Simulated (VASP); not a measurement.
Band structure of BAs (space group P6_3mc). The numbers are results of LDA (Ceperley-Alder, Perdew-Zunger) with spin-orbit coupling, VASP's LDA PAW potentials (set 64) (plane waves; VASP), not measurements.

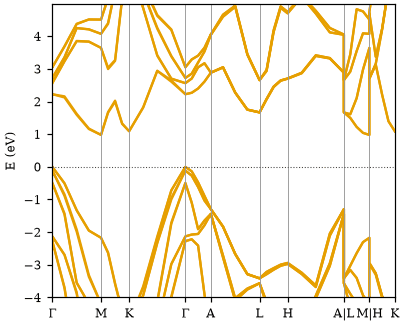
Figure. Bands along high-symmetry lines, zero at the valence-band maximum or, without a gap, the Fermi level

Problem. Read the plot: is there a gap, and where are the band edges?

Solution. The gap is indirect, 0.98 eV, from the valence maximum at Γ to the conduction minimum at M.

The structure comes from a computed database's BAs entry (P6_3mc); how it stands against other phases isn't given here. It was relaxed first.
